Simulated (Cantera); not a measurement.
Feed: 1 mol MgSO₄, a varied amount of H₂, equilibrated at 1475 °C and 5.80 bar.

These are equilibrium values from Cantera (NASA tables, ideal gas, pure condensed phases), not measurements of a reactor. Candidate condensed phases: H₂O, H₂SO₄, Mg, MgO, Mg(OH)₂, MgS, MgSO₄, S; 26 gas species. Equilibrium is a limit: real reactors are often held back by kinetics, nucleation or transport.

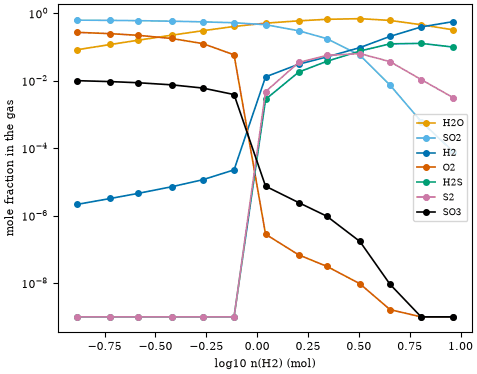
Figure. Equilibrium gas composition (values under 1e-9 drawn at 1e-9)

Question: Read off the mole fractions at 6.4 mol H₂.

Answer: H₂O about 0.46, H₂ about 0.40, H₂S about 0.13, S₂ about 0.011, SO₂ about 0.00062.
